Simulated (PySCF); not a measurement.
# C4H4Si (SMILES C#C[SiH2]C#C): levels of theory compared

We compute a comparison of 5 runs (HF/3-21G, M06-2X/3-21G, B3LYP/6-31G*, CAM-B3LYP/def2-TZVP) of C4H4Si. The job is set up through a Python script.

The calculation is run with PySCF 2.14.0.

## Step 1: The system as given

The species is C4H4Si (9 atoms), meant as a singlet with charge 0. As SMILES, `C#C[SiH2]C#C`. The coordinates come from a PBE0-D4/def2-TZVP relaxation.

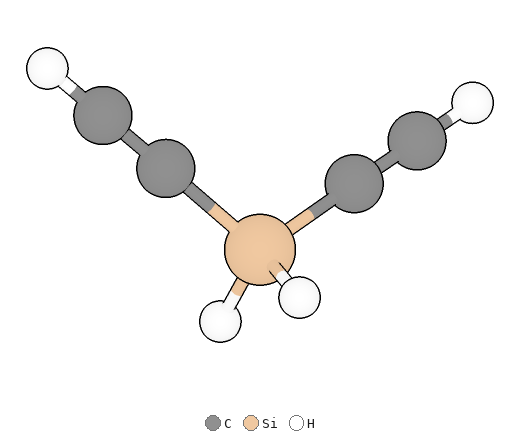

Viewed from a chosen angle; carbon grey, silicon light orange, hydrogen white.

## Step 2: Energy and forces at HF/3-21G (run 1)

job.py

```python
# C#C[SiH2]C#C
from pyscf import gto

mol = gto.Mole()
mol.atom = '''
C    1.986100  -0.068000   1.693000
C    1.245000  -0.318200   0.775800
Si   0.139500  -0.713800  -0.616400
C   -1.252900   0.459600  -0.648400
C   -2.180600   1.228700  -0.681700
H    2.639600   0.155600   2.505100
H    0.896100  -0.611400  -1.885800
H   -0.384600  -2.089300  -0.450100
H   -2.999800   1.910300  -0.708600
'''
mol.verbose = 3
mol.basis = '3-21g'
mol.max_memory = 1860
mol.build()

myscf = mol.RHF()
myscf.conv_tol = 1e-10
myscf.kernel()
if not myscf.converged:
    myscf = myscf.newton().run(myscf.mo_coeff, myscf.mo_occ)

e_final = myscf.e_tot
print('E(%s) = %.9f' % ('HF', e_final))
grad = myscf.nuc_grad_method().kernel()
myscf.analyze()
```

Run with:

```bash
OMP_NUM_THREADS=1 python job.py
```

The program printed:

```text
converged SCF energy = -440.242452944206
E(HF) = -440.242452944
--------------- RHF gradients ---------------
         x                y                z
0 C     0.0091684782     0.0023735397     0.0105624406
1 C    -0.0291721443    -0.0074646546    -0.0336494642
2 Si    -0.0025957528     0.0141965445     0.0122648915
3 C     0.0357192281    -0.0277321800     0.0032550970
4 C    -0.0113564611     0.0088111499    -0.0009993196
5 H     0.0070060705     0.0024793226     0.0088026226
6 H     0.0002199044     0.0001922081    -0.0002121139
7 H    -0.0002202985    -0.0002216324     0.0001938378
8 H    -0.0087690245     0.0073657021    -0.0002179918
----------------------------------------------
**** MO energy ****
MO #1   energy= -68.3475207675115  occ= 2
MO #2   energy= -11.1923005054315  occ= 2
MO #3   energy= -11.1922796370131  occ= 2
MO #4   energy= -11.1726205628032  occ= 2
MO #5   energy= -11.1723363216384  occ= 2
MO #6   energy= -6.14589735077268  occ= 2
MO #7   energy= -4.24247551234894  occ= 2
MO #8   energy= -4.24198171895496  occ= 2
MO #9   energy= -4.24168592670997  occ= 2
MO #10  energy= -1.03724601521268  occ= 2
MO #11  energy= -1.02918454080957  occ= 2
MO #12  energy= -0.809571433604529 occ= 2
MO #13  energy= -0.735512523143317 occ= 2
MO #14  energy= -0.711274429237583 occ= 2
MO #15  energy= -0.58709619853676  occ= 2
MO #16  energy= -0.542929388475561 occ= 2
MO #17  energy= -0.513161029116362 occ= 2
MO #18  energy= -0.41464062126027  occ= 2
MO #19  energy= -0.410657347266039 occ= 2
MO #20  energy= -0.402254844004585 occ= 2
MO #21  energy= -0.397609498345592 occ= 2
MO #22  energy= 0.143684081827406  occ= 0
MO #23  energy= 0.144213177641389  occ= 0
MO #24  energy= 0.155841682106028  occ= 0
MO #25  energy= 0.214238330560866  occ= 0
MO #26  energy= 0.264173258786711  occ= 0
MO #27  energy= 0.287244035202379  occ= 0
MO #28  energy= 0.287833768967023  occ= 0
MO #29  energy= 0.303296177249316  occ= 0
MO #30  energy= 0.343115826683453  occ= 0
MO #31  energy= 0.373994423661789  occ= 0
MO #32  energy= 0.385961003312902  occ= 0
MO #33  energy= 0.478082753304639  occ= 0
MO #34  energy= 0.520227937062837  occ= 0
MO #35  energy= 0.536756299015966  occ= 0
MO #36  energy= 0.779606693840611  occ= 0
MO #37  energy= 0.799892069591454  occ= 0
MO #38  energy= 0.967395987972394  occ= 0
MO #39  energy= 0.968034530798701  occ= 0
MO #40  energy= 0.992793802307594  occ= 0
MO #41  energy= 1.00918777279089   occ= 0
MO #42  energy= 1.08134045503055   occ= 0
MO #43  energy= 1.11610700448396   occ= 0
MO #44  energy= 1.21574105726372   occ= 0
MO #45  energy= 1.23118346389358   occ= 0
MO #46  energy= 1.24701191604276   occ= 0
MO #47  energy= 1.27478622609293   occ= 0
MO #48  energy= 1.28181472507993   occ= 0
MO #49  energy= 1.29179274949862   occ= 0
MO #50  energy= 1.36529693720972   occ= 0
MO #51  energy= 1.37584936461285   occ= 0
MO #52  energy= 1.52976883467813   occ= 0
MO #53  energy= 1.5368108520477    occ= 0
MO #54  energy= 1.62852231307263   occ= 0
MO #55  energy= 1.72666096115662   occ= 0
MO #56  energy= 2.28333227040791   occ= 0
MO #57  energy= 2.33017276407022   occ= 0
 ** Mulliken atomic charges  **
charge of    0C =     -0.12174
charge of    1C =     -0.30968
charge of    2Si =      0.75332
charge of    3C =     -0.30969
charge of    4C =     -0.12173
charge of    5H =      0.16160
charge of    6H =     -0.10682
charge of    7H =     -0.10685
charge of    8H =      0.16160
Dipole moment(X, Y, Z, Debye): -0.09373,  0.51292,  0.44444
```

It took 2 s on 1 thread of Intel Xeon at 2.70GHz, shared host; peak memory 0.13 GiB.

## Step 3: Energy and gradient at M06-2X/3-21G (run 2)

run.py

```python
from pyscf import gto, dft

mol = gto.M(
    atom='''
C      3.753185    -0.128501     3.199306
C      2.352709    -0.601311     1.466050
Si     0.263617    -1.348887    -1.164827
C     -2.367638     0.868518    -1.225298
C     -4.120737     2.321906    -1.288226
H      4.988121     0.294041     4.733953
H      1.693384    -1.155379    -3.563646
H     -0.726789    -3.948205    -0.850566
H     -5.668800     3.609944    -1.339060
''',
    charge=0,
    basis='3-21g',
    max_memory=1860,
    verbose=4,
    unit='bohr',
)

mf = dft.RKS(mol, xc='m06-2x')
mf.conv_tol = 1e-10
mf.grids.level = 5
mf.kernel()
if not mf.converged:
    mf = mf.newton().run(mf.mo_coeff, mf.mo_occ)

energy = mf.e_tot
print('E = %.10f Eh' % energy)
grad = mf.nuc_grad_method().kernel()
mf.analyze()
```

Run with:

```bash
OMP_NUM_THREADS=1 python run.py
```

The program printed:

```text
PySCF version 2.14.0

[... 93 lines left out ...]
One-electron Energy =                 -928.190328715426062
[... 7 lines left out ...]
MO #3   energy= -10.5036347958542  occ= 2
[... 5 lines left out ...]
MO #9   energy= -3.86674062240478  occ= 2
[... 5 lines left out ...]
MO #15  energy= -0.488225024174318 occ= 2
[... 5 lines left out ...]
MO #21  energy= -0.341458981133326 occ= 2
[... 5 lines left out ...]
MO #27  energy= 0.173196356357328  occ= 0
[... 5 lines left out ...]
MO #33  energy= 0.341426919686664  occ= 0
[... 5 lines left out ...]
MO #39  energy= 0.775168995156191  occ= 0
[... 5 lines left out ...]
MO #45  energy= 1.02808496736722   occ= 0
[... 5 lines left out ...]
MO #51  energy= 1.15156186308335   occ= 0
[... 5 lines left out ...]
MO #57  energy= 2.05529606353028   occ= 0
[... 30 lines left out ...]
pop of  2 Si 4px          0.01638
pop of  2 Si 4py          0.01666
pop of  2 Si 4pz          0.01659
pop of  3 C 1s            1.99961
pop of  3 C 2s            1.05311
pop of  3 C 3s            0.00502
pop of  3 C 2px           1.11936
pop of  3 C 2py           1.08344
pop of  3 C 2pz           1.00177
pop of  3 C 3px           0.00500
pop of  3 C 3py           0.00394
pop of  3 C 3pz           0.00091
pop of  4 C 1s            1.99968
pop of  4 C 2s            1.00393
pop of  4 C 3s            0.00431
pop of  4 C 2px           1.08313
pop of  4 C 2py           1.04938
pop of  4 C 2pz           0.97557
pop of  4 C 3px           0.00463
pop of  4 C 3py           0.00319
pop of  4 C 3pz           0.00013
pop of  5 H 1s            0.82659
pop of  5 H 2s            0.01466
pop of  6 H 1s            1.05830
pop of  6 H 2s            0.00291
pop of  7 H 1s            1.05831
pop of  7 H 2s            0.00291
pop of  8 H 1s            0.82659
pop of  8 H 2s            0.01467
 ** Mulliken atomic charges  **
charge of    0C =     -0.12394
charge of    1C =     -0.27218
charge of    2Si =      0.59718
charge of    3C =     -0.27217
charge of    4C =     -0.12394
charge of    5H =      0.15874
charge of    6H =     -0.06121
charge of    7H =     -0.06122
charge of    8H =      0.15874
Dipole moment(X, Y, Z, Debye): -0.05925,  0.32411,  0.28087
```

Wall time 27 s (1 thread of Intel Xeon at 2.70GHz, shared host); peak memory 0.58 GiB.

Run 3 isn't shown in full; the table further down has it.

## Step 4: Energy and gradient at B3LYP/6-31G(d) (Cartesian functions) (run 4)

run.py

```python
from pyscf import gto, dft

mol = gto.Mole()
mol.atom = '''
C        1.986100      -0.068000       1.693000
C        1.245000      -0.318200       0.775800
Si       0.139500      -0.713800      -0.616400
C       -1.252900       0.459600      -0.648400
C       -2.180600       1.228700      -0.681700
H        2.639600       0.155600       2.505100
H        0.896100      -0.611400      -1.885800
H       -0.384600      -2.089300      -0.450100
H       -2.999800       1.910300      -0.708600
'''
mol.cart = True
mol.max_memory = 1860
mol.verbose = 4
mol.charge = 0
mol.spin = 0
mol.basis = '6-31g*'
mol.build()

mf = dft.RKS(mol)
mf.xc = 'b3lyp'
mf.grids.level = 5
mf.conv_tol = 1e-10
mf.kernel()
if not mf.converged:
    mf = mf.newton().run(mf.mo_coeff, mf.mo_occ)

e_tot = mf.e_tot
print('Final energy', e_tot)
grad = mf.nuc_grad_method().kernel()
dip = mf.dip_moment()
pop, q = mf.mulliken_pop()
```

Run with:

```bash
OMP_NUM_THREADS=1 python run.py
```

The program printed:

```text
PySCF version 2.14.0

[... 78 lines left out ...]
converged SCF energy = -444.195227650135
Final energy -444.1952276501347
[... 12 lines left out ...]
Dipole moment(X, Y, Z, Debye): -0.09212,  0.50394,  0.43667
[... 58 lines left out ...]
pop of  3  C 3pz          0.36937
pop of  3  C 3dxx         0.00280
pop of  3  C 3dxy         0.00551
pop of  3  C 3dxz         0.00350
pop of  3  C 3dyy        -0.00489
pop of  3  C 3dyz         0.00210
pop of  3  C 3dzz        -0.02273
pop of  4  C 1s           1.99187
pop of  4  C 2s           0.71967
pop of  4  C 3s           0.57672
pop of  4  C 2px          0.72253
pop of  4  C 2py          0.67902
pop of  4  C 2pz          0.58149
pop of  4  C 3px          0.21533
pop of  4  C 3py          0.26621
pop of  4  C 3pz          0.39344
pop of  4  C 3dxx         0.00973
pop of  4  C 3dxy         0.00842
pop of  4  C 3dxz         0.00335
pop of  4  C 3dyy        -0.00183
pop of  4  C 3dyz         0.00232
pop of  4  C 3dzz        -0.02622
pop of  5  H 1s           0.51201
pop of  5  H 2s           0.29134
pop of  6  H 1s           0.51209
pop of  6  H 2s           0.55178
pop of  7  H 1s           0.51209
pop of  7  H 2s           0.55178
pop of  8  H 1s           0.51204
pop of  8  H 2s           0.29132
 ** Mulliken atomic charges  **
charge of    0C =     -0.14207
charge of    1C =     -0.12719
charge of    2Si =      0.27293
charge of    3C =     -0.12717
charge of    4C =     -0.14206
charge of    5H =      0.19665
charge of    6H =     -0.06386
charge of    7H =     -0.06387
charge of    8H =      0.19663
```

Wall time 34 s (1 thread of Intel Xeon at 2.70GHz, shared host); peak memory 0.88 GiB.

## Step 5: Energy and forces at CAM-B3LYP/def2-TZVP (run 5)

job.py

```python
import pyscf.grad
from pyscf import gto, dft

mol = gto.Mole()
mol.atom = '''
C      1.986100    -0.068000     1.693000
C      1.245000    -0.318200     0.775800
Si     0.139500    -0.713800    -0.616400
C     -1.252900     0.459600    -0.648400
C     -2.180600     1.228700    -0.681700
H      2.639600     0.155600     2.505100
H      0.896100    -0.611400    -1.885800
H     -0.384600    -2.089300    -0.450100
H     -2.999800     1.910300    -0.708600
'''
mol.spin = 0
mol.verbose = 4
mol.max_memory = 1860
mol.basis = 'def2-tzvp'
mol.build()

mf = dft.RKS(mol)
mf.xc = 'cam-b3lyp'
mf.grids.level = 5
mf.conv_tol = 1e-10
mf.kernel()
if not mf.converged:
    mf = mf.newton().run(mf.mo_coeff, mf.mo_occ)

energy = mf.e_tot
print(f'total energy: {energy:.8f} hartree')
grad = mf.Gradients().kernel()
mf.analyze()
```

Run with:

```bash
OMP_NUM_THREADS=1 python job.py
```

The program printed:

```text
PySCF version 2.14.0

[... 95 lines left out ...]
Two-electron Energy =                  324.381174537808647
[... 18 lines left out ...]
MO #15  energy= -0.498526620088921 occ= 2
[... 16 lines left out ...]
MO #32  energy= 0.17222301642895   occ= 0
[... 16 lines left out ...]
MO #49  energy= 0.417709555465305  occ= 0
[... 16 lines left out ...]
MO #66  energy= 0.869949067908769  occ= 0
[... 16 lines left out ...]
MO #83  energy= 1.26676296371791   occ= 0
[... 16 lines left out ...]
MO #100 energy= 1.67774102327029   occ= 0
[... 16 lines left out ...]
MO #117 energy= 2.3607823981463    occ= 0
[... 16 lines left out ...]
MO #134 energy= 2.79046140467325   occ= 0
[... 16 lines left out ...]
MO #151 energy= 3.20063833046961   occ= 0
[... 16 lines left out ...]
MO #168 energy= 4.26228915795269   occ= 0
[... 16 lines left out ...]
MO #185 energy= 22.902368992241    occ= 0
[... 158 lines left out ...]
pop of  4 C 4f-1          0.00056
pop of  4 C 4f+0          0.00010
pop of  4 C 4f+1          0.00080
pop of  4 C 4f+2          0.00001
pop of  4 C 4f+3          0.00071
pop of  5 H 1s            0.81180
pop of  5 H 2s            0.00706
pop of  5 H 3s            0.00413
pop of  5 H 2px           0.00049
pop of  5 H 2py           0.00014
pop of  5 H 2pz           0.00071
pop of  6 H 1s            1.08379
pop of  6 H 2s            0.00341
pop of  6 H 3s            0.00067
pop of  6 H 2px           0.00124
pop of  6 H 2py           0.00010
pop of  6 H 2pz           0.00318
pop of  7 H 1s            1.08381
pop of  7 H 2s            0.00340
pop of  7 H 3s            0.00067
pop of  7 H 2px           0.00067
pop of  7 H 2py           0.00370
pop of  7 H 2pz           0.00015
pop of  8 H 1s            0.81179
pop of  8 H 2s            0.00706
pop of  8 H 3s            0.00413
pop of  8 H 2px           0.00072
pop of  8 H 2py           0.00053
pop of  8 H 2pz           0.00009
 ** Mulliken atomic charges  **
charge of    0C =     -0.14113
charge of    1C =     -0.29750
charge of    2Si =      0.71070
charge of    3C =     -0.29752
charge of    4C =     -0.14112
charge of    5H =      0.17568
charge of    6H =     -0.09239
charge of    7H =     -0.09241
charge of    8H =      0.17568
Dipole moment(X, Y, Z, Debye): -0.08064,  0.44081,  0.38199
```

Run time: 4.1 min. Hardware: 1 thread of Intel Xeon at 2.70GHz, shared host; peak memory 2.7 GiB.

## Step 6: The series

```
run                               level  integration grid  Cartesian functions  energy (Eh)  dipole moment (D)  HOMO energy (eV)  LUMO energy (eV)  wall time
  1                            HF/3-21G                 –                   no  -440.242453               0.69            -10.82              3.91        2 s
  2                        M06-2X/3-21G                 5                   no  -441.708917               0.43             -9.29              1.17       27 s
  3  B3LYP/6-31G* (spherical functions)                 5                   no  -444.189889               0.67             -7.66             -0.14       34 s
  4  B3LYP/6-31G* (Cartesian functions)                 5                  yes  -444.195228               0.67             -7.67             -0.15       34 s
  5                 CAM-B3LYP/def2-TZVP                 5                   no  -444.180943               0.59             -9.59              0.70    4.1 min
```

## Step 7: What came out

| quantity | value |
| --- | --- |
| run 5: total energy | -444.18094 Eh |
| run 5: dipole moment | 0.59 D |
| run 5: HOMO energy | -9.59 eV |
| run 5: LUMO energy | 0.70 eV |
| run 5: HOMO–LUMO gap | 10.28 eV |
| run 5: largest force on an atom | 0.662 eV/Å |

What this shows: The dipole moment (its size) runs from 0.43 D (M06-2X/3-21G) to 0.69 D (HF/3-21G). The HOMO–LUMO gap runs from 7.52 eV (B3LYP/6-31G*) to 14.73 eV (HF/3-21G). The two ends differ in method and basis. Totals of different functionals can't be ranked against each other. All runs together took 5.7 min, the longest 4.1 min.
